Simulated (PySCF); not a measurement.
# GePH4Cl (SMILES [PH2][GeH2][Cl]): BLYP/aug-cc-pVDZ

Aim: the vertical singlet–triplet gap of GePH4Cl at BLYP/aug-cc-pVDZ, from 2 runs. 

The calculation is run with PySCF 2.14.0.

## Step 1: The structure to begin with

The species is GePH4Cl (7 atoms), meant as a singlet with charge 0. SMILES: `[PH2][GeH2][Cl]`. The shape comes from GFN2-xTB, which is rough for such elements, and wasn't checked as a minimum. This is one conformer, not always the lowest.

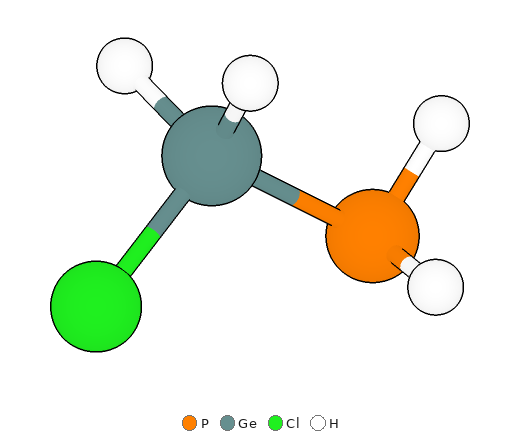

Viewed from a chosen angle; phosphorus orange, germanium teal, chlorine green, hydrogen white.

## Step 2: The energy at BLYP/aug-cc-pVDZ

input.py reads:

```python
from pyscf import gto, dft

system = gto.M(
    atom=[
    ('P', (-0.848280, 0.159240, -1.350800)),
    ('Ge', (0.627510, -0.161770, 0.396700)),
    ('Cl', (1.884440, 1.522000, 0.563350)),
    ('H', (-1.663390, -0.887510, -0.937300)),
    ('H', (-1.581720, 1.096660, -0.630550)),
    ('H', (0.036210, -0.374130, 1.787390)),
    ('H', (1.545220, -1.354480, 0.171220)),
],
    basis='aug-cc-pvdz',
    max_memory=1860,
    verbose=3,
    charge=0,
)

mf = dft.RKS(system, xc='blyp')
mf.conv_tol = 1e-10
mf.grids.level = 2
mf.kernel()
if not mf.converged:
    mf = mf.newton().run(mf.mo_coeff, mf.mo_occ)

e_tot = mf.e_tot
print('E(%s) = %.9f' % ('BLYP', e_tot))
```

Command:

```
$ OMP_NUM_THREADS=1 python input.py
```

What it wrote:

```text
converged SCF energy = -2881.00359511176
E(BLYP) = -2881.003595112
```

Run time: 17 s. Hardware: 1 thread of Arm Neoverse N1, shared host; peak memory 0.63 GiB.

## Step 3: The triplet

run.py reads:

```python
from pyscf import gto, dft

mol = gto.M(
    atom=[
    ('P', (-0.848280, 0.159240, -1.350800)),
    ('Ge', (0.627510, -0.161770, 0.396700)),
    ('Cl', (1.884440, 1.522000, 0.563350)),
    ('H', (-1.663390, -0.887510, -0.937300)),
    ('H', (-1.581720, 1.096660, -0.630550)),
    ('H', (0.036210, -0.374130, 1.787390)),
    ('H', (1.545220, -1.354480, 0.171220)),
],
    max_memory=1860,
    verbose=3,
    spin=2,
    basis='aug-cc-pvdz',
)

calc0 = dft.UKS(mol, xc='blyp')
calc0.grids.level = 2
calc0.conv_tol = 1e-10
calc0.kernel()
if not calc0.converged:
    calc0 = calc0.newton().run(calc0.mo_coeff, calc0.mo_occ)

energy = calc0.e_tot
print('Final energy', energy)
```

Command:

```
$ OMP_NUM_THREADS=1 python run.py
```

What it wrote:

```text
WARN: HOMO -0.0646805246529545 >= LUMO -0.272330253122374

WARN: HOMO -0.104510726597329 >= LUMO -0.17647422446626

WARN: HOMO -0.0693219256059505 >= LUMO -0.24373206223014

WARN: HOMO -0.0764316885920493 >= LUMO -0.25367994437368

WARN: HOMO -0.0768529845657908 >= LUMO -0.251721757775542

WARN: HOMO -0.076209077654398 >= LUMO -0.250937150382426

WARN: HOMO -0.0761665475993185 >= LUMO -0.249691194982568

WARN: HOMO -0.0766399498661117 >= LUMO -0.250054195713143

WARN: HOMO -0.0764866350383948 >= LUMO -0.24977580009306

WARN: HOMO -0.0765267492070705 >= LUMO -0.249788328095206

WARN: HOMO -0.0765361227662442 >= LUMO -0.249798572855855

WARN: HOMO -0.0765304843577854 >= LUMO -0.249790958342602

WARN: HOMO -0.0765308891623526 >= LUMO -0.249792301205888

WARN: HOMO -0.0765313945977337 >= LUMO -0.249792575326768

WARN: HOMO -0.0765313643741257 >= LUMO -0.249792736236799

converged SCF energy = -2880.81878430382  <S^2> = 2.0033801  2S+1 = 3.0022526
Final energy -2880.818784303825
```

It took 32 s on 1 thread of Arm Neoverse N1, shared host; peak memory 0.64 GiB.

## Step 4: Results

At BLYP/aug-cc-pVDZ:

| quantity | value |
| --- | --- |
| singlet: total energy | -2881.00360 Eh |
| singlet: dipole moment | 2.00 D |
| singlet: HOMO energy | -6.68 eV |
| singlet: LUMO energy | -1.42 eV |
| singlet: HOMO–LUMO gap | 5.26 eV |
| triplet: total energy | -2880.81878 Eh |
| triplet: dipole moment | 1.84 D |
| triplet: HOMO energy (highest over α and β) | -2.08 eV |
| triplet: ⟨S²⟩ | 2.003 |
| vertical energy of the triplet above the singlet | 5.029 eV |

In words: At this shape the triplet lies 5.03 eV (485 kJ/mol) above the singlet. Mulliken charges (triplet) run from -0.72 on P1 to +0.39 on H7; in a basis this large or diffuse they mean little.
